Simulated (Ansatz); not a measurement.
Geometry relaxation, with input and output: C$_{3}$H$_{7}$AlSi (part 3 of 3)

Continued. System: C$_{3}$H$_{7}$AlSi, SMILES C#C[CH]([AlH2])[SiH3]. Method: RKS PBE-D4/def2-SVP (Ansatz 0.2.0). The geometry: force-field start.

Geometry of the input (Å):
```
C  -0.2347  2.2815  1.0609
C  -0.3817  1.2943  0.4266
C  -0.5279  0.0505  -0.3432
Al -0.8828  -1.4352  0.9019
Si 1.1276  -0.3328  -1.1973
H  -0.1999  3.2451  1.5934
H  -1.2672  0.1558  -1.0880
H  -1.0971  -2.9074  0.3239
H  -1.1257  -1.1480  2.5100
H  1.0049  -1.5751  -1.9197
H  2.1810  -0.4652  -0.1543
H  1.4805  0.7812  -2.0804
```

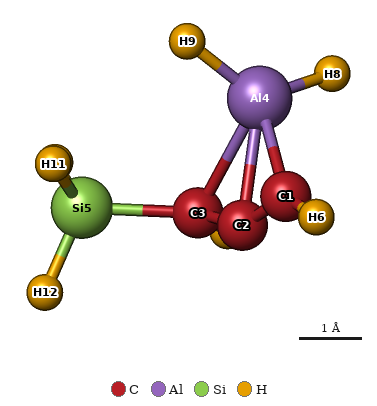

Figure 1. The geometry at step 29 of the log (ball-and-stick view, seen at a tilt; atoms are numbered from 1 in the order of the input).

## Trajectory as extended XYZ, continued
```
12
Properties=species:S:1:pos:R:3:forces:R:3 step=22 energy=-17678.37311
C    -0.8015    1.7920    1.1805    0.0698  -0.7614  -0.2599
C    -0.5572    1.0466    0.2071   -0.1653   0.6579   0.3913
C    -0.3364   -0.0659   -0.6634   -0.0358   0.0507   0.1205
Al   -0.9565   -0.9278    1.0897    0.0508   0.1444   0.0772
Si    1.4304   -0.3340   -1.2762    0.0122  -0.0617   0.0119
H    -0.9807    2.5145    1.9730    0.0452  -0.0868  -0.2027
H    -1.1063   -0.1515   -1.4572    0.0241  -0.0272  -0.0367
H    -2.5121   -1.2818    1.1804    0.0533   0.0505  -0.0098
H     0.1738   -1.3860    2.1248   -0.0497   0.0432  -0.0751
H     1.4700   -1.6311   -2.0358    0.0173  -0.0091  -0.0061
H     2.3653   -0.4048   -0.1005   -0.0121   0.0029  -0.0092
H     1.8882    0.7745   -2.1886   -0.0098  -0.0035  -0.0013
12
Properties=species:S:1:pos:R:3:forces:R:3 step=23 energy=-17678.45031
C    -0.8528    1.6575    1.2234    0.1220  -0.8851  -0.3489
C    -0.5744    1.0355    0.1657    0.0105   0.9152   0.1350
C    -0.3308   -0.0582   -0.7092   -0.0475   0.2406   0.0574
Al   -0.9406   -0.7709    1.1324   -0.2254  -0.2620   0.4272
Si    1.4422   -0.3568   -1.2897    0.0501   0.0458   0.0098
H    -1.0427    2.3440    2.0449    0.0477   0.0114  -0.2246
H    -1.0977   -0.1773   -1.5019    0.0136  -0.0350   0.0238
H    -2.5007   -1.1089    1.2158    0.0690  -0.0257  -0.0121
H     0.2103   -1.3079    2.1009   -0.0128   0.0383  -0.0587
H     1.4988   -1.6529   -2.0490   -0.0219  -0.0083   0.0172
H     2.3624   -0.4142   -0.1018   -0.0212  -0.0060  -0.0112
H     1.9029    0.7549   -2.1976    0.0161  -0.0293  -0.0149
12
Properties=species:S:1:pos:R:3:forces:R:3 step=24 energy=-17678.46113
C    -0.8782    1.5160    1.2511    0.2053  -0.8304  -0.7245
C    -0.5607    1.0757    0.0858   -0.4019   0.0352   1.2821
C    -0.3129   -0.0062   -0.7776   -0.1346   0.2454   0.2115
Al   -0.9945   -0.6500    1.2749    0.3241   0.2939  -0.4088
Si    1.4665   -0.3591   -1.3146   -0.0183   0.0075   0.0561
H    -1.1002    2.1664    2.0940    0.1317   0.3869  -0.3488
H    -1.0823   -0.1839   -1.5594    0.0298   0.0066   0.0841
H    -2.5439   -1.0154    1.2850    0.0304  -0.1347  -0.0261
H     0.2567   -1.2462    2.0889   -0.1813   0.0140  -0.0990
H     1.5141   -1.6682   -2.0520   -0.0246  -0.0029   0.0123
H     2.3609   -0.4161   -0.1073   -0.0050   0.0167  -0.0246
H     1.9515    0.7318   -2.2348    0.0442  -0.0381  -0.0143
12
Properties=species:S:1:pos:R:3:forces:R:3 step=25 energy=-17678.54053
C    -0.8595    1.5515    1.2657   -0.2042  -0.2700   0.4492
C    -0.5683    1.0972    0.1200   -0.0160   0.0839  -0.1192
C    -0.3304    0.0218   -0.7455    0.0105   0.1534  -0.1365
Al   -0.9728   -0.6264    1.2147    0.0215  -0.3549   0.1174
Si    1.4431   -0.3585   -1.2853    0.0217  -0.0325  -0.0117
H    -1.0605    2.2603    2.0686    0.1241   0.1745  -0.3198
H    -1.1164   -0.1712   -1.5063    0.0647   0.0444   0.0378
H    -2.4770   -1.1779    1.1896    0.0747   0.1209  -0.0164
H     0.2537   -1.2558    2.0264   -0.0462   0.0691  -0.0208
H     1.4649   -1.6808   -2.0016   -0.0317   0.0044   0.0259
H     2.3429   -0.4136   -0.0827   -0.0185   0.0253  -0.0095
H     1.9574    0.6982   -2.2299   -0.0006  -0.0187   0.0037
12
Properties=species:S:1:pos:R:3:forces:R:3 step=26 energy=-17678.56781
C    -0.9294    1.4561    1.3535    0.1040   0.0611  -0.6736
C    -0.6126    1.1065    0.1518   -0.0860   0.4865   0.6518
C    -0.3424    0.1127   -0.7758    0.1321   0.0438  -0.3518
Al   -0.8848   -0.6641    1.2090   -0.3301  -0.1996   0.4120
Si    1.4156   -0.3698   -1.2909    0.0977   0.1287   0.2320
H    -1.0803    2.3316    2.0041    0.1053  -0.3043  -0.1968
H    -1.0907   -0.0395   -1.5838   -0.1038  -0.0562   0.2295
H    -2.3714   -1.2446    1.1323    0.0662  -0.0554  -0.0229
H     0.3517   -1.2232    2.0559   -0.0136  -0.0410  -0.1630
H     1.3488   -1.7225   -1.9433    0.0147   0.0365  -0.0253
H     2.2454   -0.4320   -0.0378    0.0752  -0.0060  -0.0947
H     2.0272    0.6335   -2.2412   -0.0616  -0.0940   0.0027
12
Properties=species:S:1:pos:R:3:forces:R:3 step=27 energy=-17678.61459
C    -0.9237    1.4715    1.3391    0.0216   0.0925   0.0704
C    -0.6067    1.1136    0.1495    0.0328  -0.0599   0.0591
C    -0.3302    0.1098   -0.7685   -0.0971   0.0311  -0.1114
Al   -0.9475   -0.6594    1.2301    0.0244   0.0825   0.1704
Si    1.4390   -0.3521   -1.2697   -0.0077   0.0095  -0.0209
H    -1.0459    2.3395    2.0001    0.0021  -0.1802  -0.1923
H    -1.1242   -0.1080   -1.5197    0.1463   0.0660   0.0959
H    -2.4283   -1.2383    1.1353    0.0101  -0.0264  -0.0218
H     0.3246   -1.2635    1.9877   -0.0639  -0.0176  -0.0718
H     1.3799   -1.6989   -1.9366    0.0186   0.0006   0.0303
H     2.3258   -0.4035   -0.0551   -0.0449   0.0257  -0.0510
H     2.0143    0.6340   -2.2583   -0.0425  -0.0238   0.0430
12
Properties=species:S:1:pos:R:3:forces:R:3 step=28 energy=-17678.62168
C    -0.8947    1.4651    1.3520   -0.2127   0.1002   0.2427
C    -0.5946    1.1162    0.1555    0.0870  -0.1756  -0.1517
C    -0.3387    0.1235   -0.7738   -0.0438   0.1184  -0.1121
Al   -0.9471   -0.6428    1.2620   -0.0190   0.0379  -0.0063
Si    1.4232   -0.3614   -1.2584    0.0988   0.0301  -0.0527
H    -1.0644    2.3424    1.9861    0.1188  -0.1044  -0.1068
H    -1.1287   -0.0590   -1.5350    0.0556  -0.0226   0.1183
H    -2.4138   -1.2482    1.1181   -0.0002   0.0041   0.0293
H     0.3504   -1.3017    1.9138   -0.0382  -0.0159   0.0143
H     1.4085   -1.7310   -1.8823   -0.0434   0.0279   0.0291
H     2.2934   -0.3671   -0.0338    0.0009   0.0389  -0.0329
H     1.9836    0.6088   -2.2703   -0.0039  -0.0390   0.0289
12
Properties=species:S:1:pos:R:3:forces:R:3 step=29 energy=-17678.63222
C    -0.9072    1.4437    1.3613   -0.0590   0.1809   0.1135
C    -0.5917    1.1121    0.1582    0.0334  -0.1732  -0.0678
C    -0.3286    0.1354   -0.7802   -0.0444   0.1553  -0.0523
Al   -0.9671   -0.6351    1.2777    0.0177  -0.0781   0.0395
Si    1.4341   -0.3495   -1.2650    0.0478  -0.0272  -0.0034
H    -1.0402    2.3417    1.9750    0.0379  -0.1008  -0.0724
H    -1.1243   -0.0641   -1.5282    0.0283  -0.0005   0.0366
H    -2.4276   -1.2540    1.1259   -0.0058   0.0146  -0.0039
H     0.3245   -1.3309    1.9060   -0.0293   0.0074   0.0043
H     1.3988   -1.7338   -1.8554    0.0076   0.0417   0.0179
H     2.3117   -0.3205   -0.0468   -0.0017   0.0133  -0.0175
H     1.9947    0.5999   -2.2950   -0.0325  -0.0333   0.0055
12
Properties=species:S:1:pos:R:3:forces:R:3 step=30 energy=-17678.63634
C    -0.9082    1.4311    1.3699    0.0091   0.1216   0.0051
C    -0.5875    1.1073    0.1629   -0.0033  -0.1322   0.0291
C    -0.3236    0.1486   -0.7877   -0.0088   0.0875   0.0000
Al   -0.9785   -0.6375    1.2911    0.0001  -0.0543   0.0228
Si    1.4396   -0.3437   -1.2646    0.0195  -0.0219  -0.0364
H    -1.0242    2.3381    1.9708    0.0039  -0.0489  -0.0194
H    -1.1217   -0.0539   -1.5300    0.0028   0.0004  -0.0118
H    -2.4397   -1.2519    1.1209    0.0045   0.0131  -0.0107
H     0.3046   -1.3582    1.9079   -0.0140   0.0152  -0.0052
H     1.4123   -1.7387   -1.8284    0.0046   0.0235   0.0297
H     2.3244   -0.2780   -0.0534   -0.0082   0.0113  -0.0146
H     1.9796    0.5816   -2.3257   -0.0101  -0.0152   0.0114
12
Properties=species:S:1:pos:R:3:forces:R:3 step=31 energy=-17678.63917
C    -0.9005    1.4180    1.3811    0.0368  -0.0245  -0.0717
C    -0.5801    1.0967    0.1719   -0.0248  -0.0394   0.0496
C    -0.3202    0.1598   -0.7957    0.0241   0.0338   0.0239
Al   -0.9940   -0.6436    1.3055   -0.0006  -0.0243  -0.0137
Si    1.4424   -0.3365   -1.2701    0.0220  -0.0242   0.0115
H    -1.0044    2.3267    1.9757   -0.0172   0.0537   0.0474
H    -1.1208   -0.0372   -1.5351   -0.0231  -0.0001  -0.0344
H    -2.4576   -1.2449    1.1045    0.0167   0.0064   0.0006
H     0.2848   -1.3868    1.9030   -0.0112   0.0092  -0.0030
H     1.4295   -1.7546   -1.7735    0.0093   0.0348   0.0086
H     2.3339   -0.2110   -0.0674   -0.0181   0.0026  -0.0207
H     1.9639    0.5581   -2.3662   -0.0138  -0.0280   0.0018
12
Properties=species:S:1:pos:R:3:forces:R:3 step=32 energy=-17678.64024
C    -0.8969    1.4121    1.3889    0.0208  -0.0436  -0.0466
C    -0.5768    1.0934    0.1794   -0.0170   0.0215   0.0135
C    -0.3188    0.1684   -0.7982    0.0339   0.0021   0.0190
Al   -0.9991   -0.6477    1.3057   -0.0158  -0.0235  -0.0150
Si    1.4433   -0.3336   -1.2688    0.0241  -0.0248  -0.0138
H    -0.9991    2.3191    1.9867   -0.0106   0.0517   0.0442
H    -1.1180   -0.0190   -1.5419   -0.0214  -0.0028  -0.0187
H    -2.4628   -1.2436    1.0936    0.0121   0.0028   0.0020
H     0.2746   -1.3997    1.9003    0.0030   0.0034  -0.0021
H     1.4413   -1.7619   -1.7420   -0.0005   0.0205   0.0256
H     2.3381   -0.1710   -0.0726   -0.0192   0.0003  -0.0307
H     1.9513    0.5282   -2.3973   -0.0094  -0.0076   0.0226
12
Properties=species:S:1:pos:R:3:forces:R:3 step=33 energy=-17678.64092
C    -0.8929    1.4100    1.3945   -0.0056  -0.0455   0.0083
C    -0.5740    1.0958    0.1840   -0.0109   0.0228   0.0004
C    -0.3174    0.1786   -0.8009    0.0126  -0.0352   0.0109
Al   -1.0015   -0.6549    1.2983   -0.0042   0.0468  -0.0281
Si    1.4425   -0.3337   -1.2682    0.0177   0.0036  -0.0021
H    -0.9946    2.3133    2.0006    0.0006   0.0064   0.0087
H    -1.1168   -0.0017   -1.5474   -0.0033   0.0027   0.0022
H    -2.4649   -1.2472    1.0814    0.0019   0.0017   0.0003
H     0.2703   -1.4101    1.8906    0.0109  -0.0003  -0.0021
H     1.4459   -1.7751   -1.6987   -0.0016   0.0227   0.0064
H     2.3419   -0.1361   -0.0812   -0.0152  -0.0006  -0.0231
H     1.9386    0.5056   -2.4191   -0.0030  -0.0250   0.0183
12
Properties=species:S:1:pos:R:3:forces:R:3 step=34 energy=-17678.64132
C    -0.8932    1.4044    1.4024   -0.0097   0.0309   0.0282
C    -0.5743    1.0980    0.1899    0.0101   0.0714  -0.0369
C    -0.3173    0.1860   -0.8002   -0.0096  -0.0262   0.0057
Al   -1.0015   -0.6542    1.2871   -0.0068  -0.0318   0.0052
Si    1.4409   -0.3345   -1.2649    0.0251   0.0057  -0.0042
H    -0.9946    2.3036    2.0172    0.0068  -0.0360  -0.0250
H    -1.1171    0.0102   -1.5483    0.0113   0.0061   0.0145
H    -2.4642   -1.2445    1.0657   -0.0061  -0.0083   0.0035
H     0.2746   -1.4091    1.8710    0.0067  -0.0102   0.0031
H     1.4469   -1.7856   -1.6614   -0.0048   0.0224   0.0015
H     2.3459   -0.1084   -0.0878   -0.0143  -0.0006  -0.0145
H     1.9309    0.4788   -2.4369   -0.0087  -0.0236   0.0189
12
Properties=species:S:1:pos:R:3:forces:R:3 step=35 energy=-17678.64167
C    -0.8946    1.4064    1.4029   -0.0093   0.0171   0.0358
C    -0.5747    1.1033    0.1901    0.0019   0.0344  -0.0107
C    -0.3171    0.1891   -0.7985   -0.0103  -0.0179  -0.0155
Al   -1.0003   -0.6563    1.2817    0.0075   0.0052  -0.0037
Si    1.4407   -0.3335   -1.2624    0.0064  -0.0104  -0.0097
H    -0.9962    2.3026    2.0218    0.0049  -0.0342  -0.0252
H    -1.1161    0.0149   -1.5478    0.0131   0.0045   0.0113
H    -2.4625   -1.2497    1.0646   -0.0061  -0.0018   0.0007
H     0.2779   -1.4108    1.8628    0.0021  -0.0028   0.0033
H     1.4413   -1.7858   -1.6522    0.0011   0.0077   0.0065
H     2.3458   -0.1018   -0.0877   -0.0034  -0.0003  -0.0046
H     1.9327    0.4663   -2.4415   -0.0078  -0.0014   0.0118
12
Properties=species:S:1:pos:R:3:forces:R:3 step=36 energy=-17678.64178
C    -0.8957    1.4064    1.4027   -0.0014   0.0036   0.0063
C    -0.5749    1.1069    0.1890   -0.0001   0.0035   0.0036
C    -0.3174    0.1910   -0.7990   -0.0064  -0.0077   0.0000
Al   -0.9969   -0.6566    1.2770   -0.0021   0.0053  -0.0016
Si    1.4397   -0.3354   -1.2609   -0.0033   0.0040  -0.0051
H    -0.9976    2.2999    2.0239    0.0038  -0.0090  -0.0067
H    -1.1153    0.0195   -1.5496    0.0039  -0.0010   0.0041
H    -2.4599   -1.2505    1.0644   -0.0009  -0.0005  -0.0016
H     0.2814   -1.4104    1.8601   -0.0002   0.0019  -0.0014
H     1.4396   -1.7881   -1.6465    0.0001  -0.0012   0.0016
H     2.3441   -0.1011   -0.0869    0.0036   0.0003   0.0030
H     1.9301    0.4631   -2.4404    0.0029   0.0008  -0.0022
```

## Summary

| quantity | value |
| --- | --- |
| outcome | converged |
| total energy | −17678.6418 eV |
| mean-field energy | −17678.3430 eV |
| dispersion energy | −0.2989 eV |
| SCF solution under orbital rotations | stable |
| largest force (length of the vector) at the end | 0.012 eV/Å |
| dipole moment | 1.28 D |
| wall time | 50 s (CPU time 3 min) |
| peak memory | 0.16 GiB |
